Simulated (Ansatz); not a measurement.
Cd (hcp, Mg type): scan of one atom of the cell

Cd (hcp, Mg type)

```
CELL_PARAMETERS angstrom
      3.01593     0.00000     0.00000
     -1.50796     2.61187     0.00000
      0.00000     0.00000     5.82164
ATOMIC_POSITIONS crystal
  Cd 0.33333 0.66667 0.75000
  Cd 0.66667 0.33333 0.25000
```

Scan: atom 2 (Cd, nearest neighbour Cd at 3.016 Å; its periodic images, 3.0 Å or more away, move with it) is displaced along Cartesian [110], direction (0.707, 0.707, 0.000) in Cartesian axes, by s. The other atoms stay.

Level of theory: PBE (plane waves to 420 eV, PAW, scalar-relativistic; Ansatz, a program for electronic structure). k mesh 14×14×7 (Γ-centred), Fermi-Dirac smearing 0.05 eV. E stands for the smeared free energy. With partly filled bands, energies and forces of such displacements shift with the k mesh and the smearing. On this mesh the relaxed cell isn't quite at rest: it carries a pressure of 0.2 GPa (compression positive) at the zero of the scan. Cd was relaxed with its symmetry unable to fall. The PAW data are Ansatz's earlier set. The relaxed volume of Cd is well above the measured one; the method has no dispersion term. ΔE is measured from the undisplaced structure.

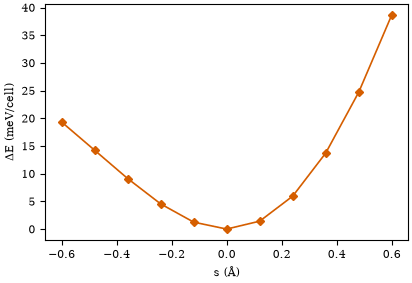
Figure. ΔE (meV/cell) against s (Å); computed points joined by lines.

The energy at s = 0.600 Å comes out as 38.7 meV/cell and the force constant k = d²E/ds² at s = 0 (finite differences) is 0.19 eV/Å². The force along the line at s = -0.600 Å is 0.041 eV/Å. Symmetry of the curve: not even: the positive side lies higher at ±0.600 Å. Shape of the curve: a single well with its minimum at or next to zero displacement.

With its periodic images moving along, the atom's site symmetry in this cell is -6m2.

(For displaced atoms, the force is minus the slope of the energy, and its curvature is a force constant, which sets phonon frequencies.)
